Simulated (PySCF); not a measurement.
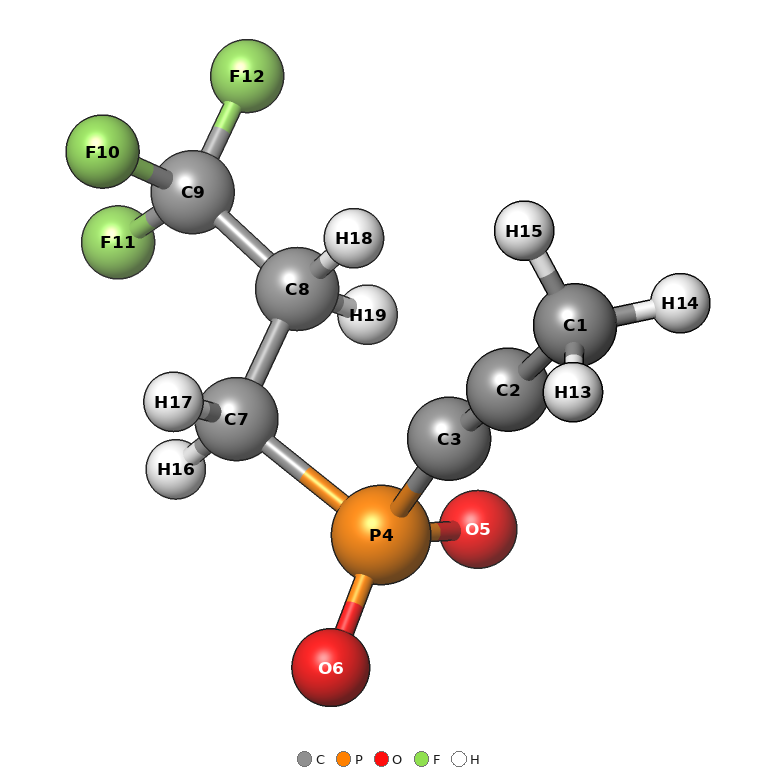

Charge −1, singlet. The geometry was computed by an optimisation with GFN2-xTB. No frequency run is at hand to confirm it as a minimum. Electric field gradients from the ground-state density, PBE0/pcSseg-1 (PySCF 2.14.0), non-relativistic apart from any core potentials.

Give the largest field-gradient component, the quadrupole coupling constant and the asymmetry for 17O at O5 (Q = −25.6 mb), 17O at O6 (Q = −25.6 mb), 2H at H13 (Q = 2.86 mb), 2H at H14 (Q = 2.86 mb).

| atom | V_zz (a.u.) | e²qQ/h (MHz) | η |
| --- | --- | --- | --- |
| O5 | 0.769 | −4.63 | 0.06 |
| O6 | 0.788 | −4.74 | 0.12 |
| H13 | 0.309 | 0.208 | 0.01 |
| H14 | 0.309 | 0.208 | 0.01 |

The geometry is semi-empirical. Around P such bond lengths and angles can be off by a tenth of an ångström or more and by several degrees, and values that hang on the shape move with them.
